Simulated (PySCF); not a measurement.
Input

```
{"job": {"kind": "nmr", "xc": "PBE0", "basis": "pcSseg-1"}, "charge": 0, "multiplicity": 1}
C      2.460044    -0.420269     0.491035
C      1.357343    -0.122352     0.113821
P     -0.142459     0.433231    -0.617771
S     -0.029054     1.479763    -2.246102
C     -1.431821     0.483940     0.649751
C     -1.496611    -0.635966    -0.074848
H      3.397925    -0.711568     0.867325
H     -1.978196     0.995496     1.416534
H     -2.123609    -1.496281    -0.197685
```

Command:

```sh
OMP_NUM_THREADS=1 python probes_run.py task.json out
```

Geometry: GFN2-xTB.

These are results of PySCF 2.14.0, PBE0/pcSseg-1, SCF density, gas phase, non-relativistic, not measurements.

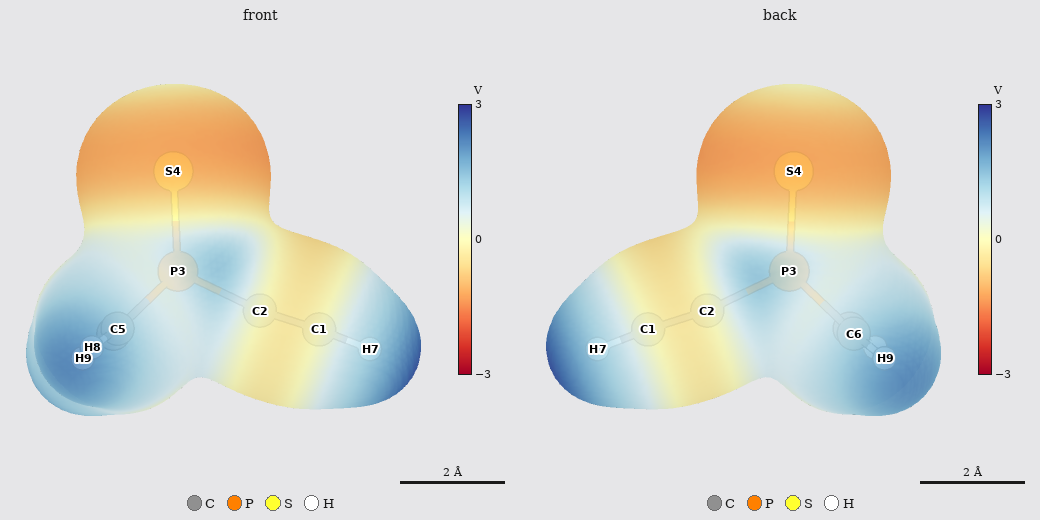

C4H3PS (SMILES C#CP1(=S)C=C1). The electrostatic potential painted on the density surface at 0.004 e/bohr³, seen from the front and from behind; red is negative and blue positive.

> Describe the electrostatic potential map.

The most negative region (about −1.3 V) lies over S4, the most positive (about +2.6 V) over H7.

> How polar is the molecule by this calculation?

Its dipole moment is 4.23 D.
